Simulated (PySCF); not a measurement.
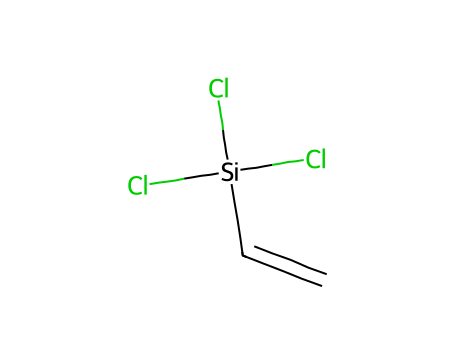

Skeletal drawing of a molecule.

Write the SMILES.

C=C[Si](Cl)(Cl)Cl

What is the molecular formula?

C2H3Cl3Si.

The parts below concern this one geometry. Atoms keep their numbers from picture to picture. Computed geometry: PBE0-D3(BJ)/def2-SVP optimisation. No frequency run is at hand to confirm it as a minimum.

**Shape**

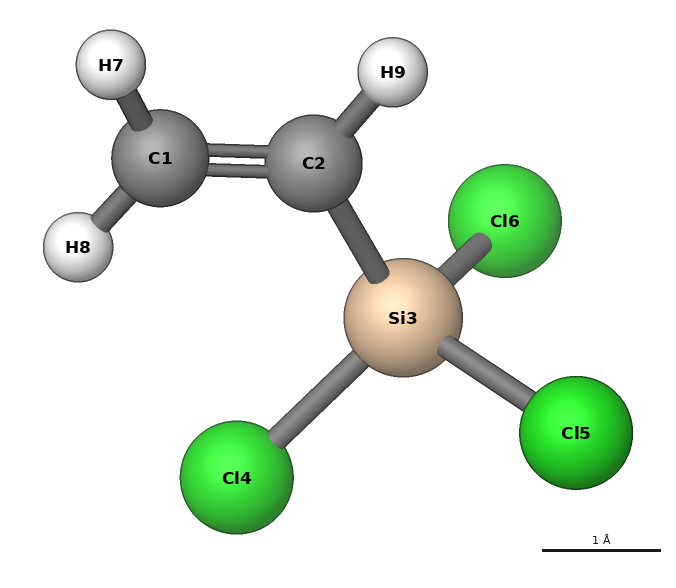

No frequency run is at hand to confirm it as a minimum.

Give the bond lengths.

| bond | length (Å) | order |
| --- | --- | --- |
| C1–C2 | 1.337 | double |
| C1–H7 | 1.095 | single |
| C1–H8 | 1.095 | single |
| C2–Si3 | 1.842 | single |
| C2–H9 | 1.097 | single |
| Si3–Cl4 | 2.052 | single |
| Si3–Cl5 | 2.051 | single |
| Si3–Cl6 | 2.050 | single |

**NMR shielding**

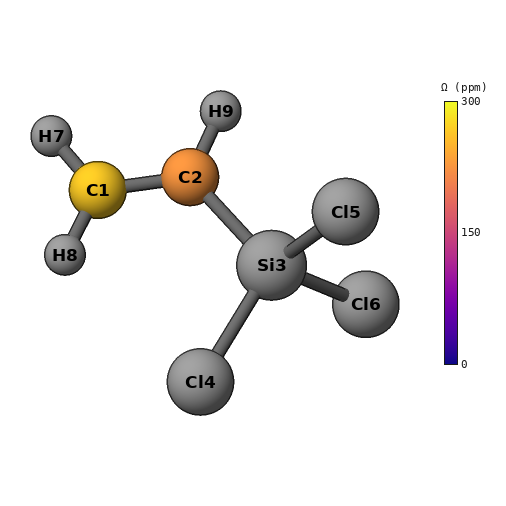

The C atoms are coloured by the span of their shielding tensor. No frequency run is at hand to confirm it as a minimum. Method: GIAO ωB97X-D/pcSseg-1 NMR shielding, non-relativistic, IEF-PCM chloroform (PySCF 2.14.0). Principal shieldings σ11 ≤ σ22 ≤ σ33, span Ω = σ33 − σ11, skew κ = 3(σiso − σ22)/Ω.

Which C atom has the most anisotropic shielding?

C1, with a span of 267 ppm.

Give the shielding tensors of the C atoms.

```json
{"atom": "C1", "σ11": "−98.3", "σ22": "23.4", "σ33": "169.1", "σiso": "31.4", "Ω": "267.4", "κ": "0.09"}
{"atom": "C2", "σ11": "−65.9", "σ22": "46.7", "σ33": "159.9", "σiso": "46.9", "Ω": "225.8", "κ": "0.00"}
```

Shieldings and span in ppm.

**Charges**

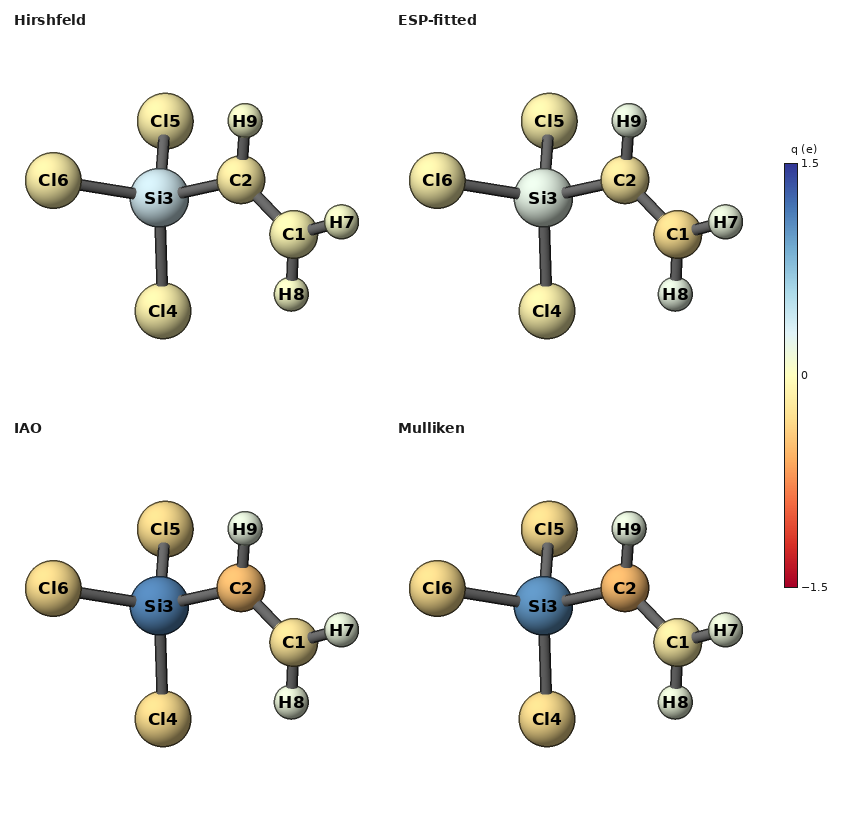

Atomic charges of one calculation by 4 schemes, on one colour scale. No frequency run is at hand to confirm it as a minimum. Method: PBE0/pcSseg-1 in chloroform (IEF-PCM) (PySCF 2.14.0).

On which atom do the schemes disagree most?

On Si3 (from 0.21 to 1.07 e).

List the charges (e), one line for each set of equivalent atoms. Atoms whose distances differ by more than 0.02 Å in this geometry are listed apart.

```
atom  Hirshfeld  ESP-fitted    IAO  Mulliken
  C1      −0.05       −0.28  −0.23     −0.14
  C2      −0.15       −0.18  −0.47     −0.49
 Si3       0.37        0.21   1.07      1.01
 Cl4      −0.10       −0.09  −0.29     −0.29
 Cl5      −0.12       −0.10  −0.29     −0.28
 Cl6      −0.12       −0.10  −0.29     −0.28
  H7       0.07        0.17   0.17      0.16
  H8       0.05        0.19   0.16      0.15
  H9       0.06        0.18   0.18      0.18
```

**Excitation**

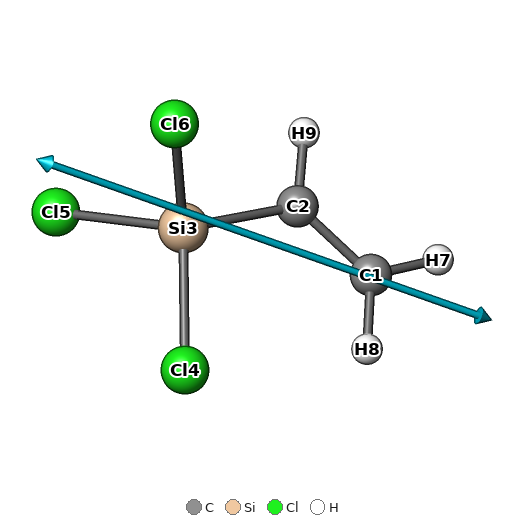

The double arrow shows the direction of the transition dipole to excited singlet state 3 (its length means nothing). No frequency run is at hand to confirm it as a minimum. Properties computed with TDDFT B3LYP/def2-SVPD, vertical, gas phase, core orbitals frozen in the response (PySCF 2.14.0).

Give its energy, strength and character.

6.72 eV (185 nm), oscillator strength 0.22, mainly HOMO → LUMO (weight 0.70); transition dipole 2.94 D.

**Polarisability**

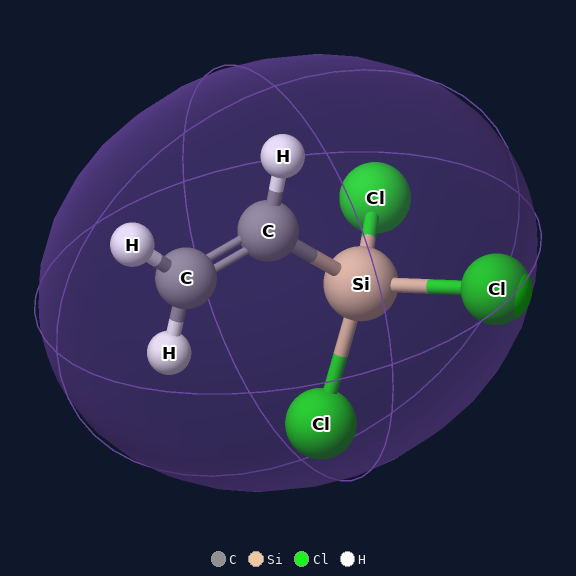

The ellipsoid shows the static dipole polarisability: its half-axes are proportional to the principal values. No frequency run is at hand to confirm it as a minimum. Computed with B3LYP/def2-SVPD (PySCF 2.14.0).

How large and how anisotropic is the polarisability?

Principal values 82.0, 84.1, 101.9 bohr³; mean 89.3 bohr³ (13.24 Å³); anisotropy 18.9 bohr³, so the longest axis is 1.24 times the shortest.

Mulliken values depend strongly on the basis set and can even reverse the polarity of a bond.
